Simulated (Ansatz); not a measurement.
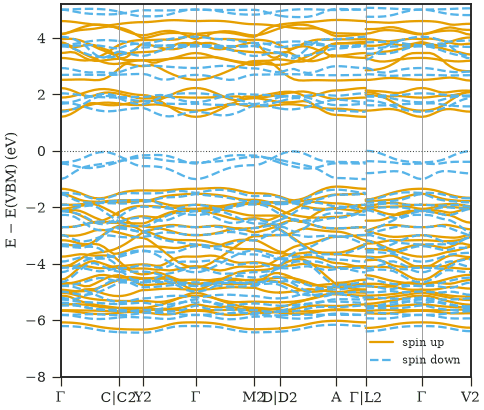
Figure. Band structure from plane-wave PAW r²SCAN (Ansatz code)

Read off the gap and where the band edges lie.

About 1.2 eV (1.20 eV by a search for the band edges); maximum at L2, minimum at Γ.

Pick the material that matches.
A) Cs2WO2F4, C2/m (Cs on 4i, W on 2a, O on 4i, F on 8j)
B) KCr3O8, C2/m (Pearson symbol mS24)
C) Ge2Sb2Te5, Cm (Pearson symbol mS18)
D) MnO2, C2/m (Pearson symbol mS24)

B, KCr3O8, C2/m (Pearson symbol mS24)

The workflow started from a Materials Project entry (that database holds measured and hypothetical structures alike); the Crystallography Open Database files this formula in space group No. 12, but the cells were not matched. Whether it is the stable phase at ambient conditions was not checked. The r²SCAN relaxation kept the symmetry of its start; whether a distortion lowers the energy is not shown. The final state is ferromagnetic, chosen from 2 collinear starts compared on coarse meshes (ties went to the first, and starts can fall back to one state), not a proven ground state. Other orbital occupations within this spin state were not tried. No Hubbard U is applied. Point labels and valley counts follow the cell and symmetry of the run, lower than the named group.

Potentials: the later of the program's two PAW sets.
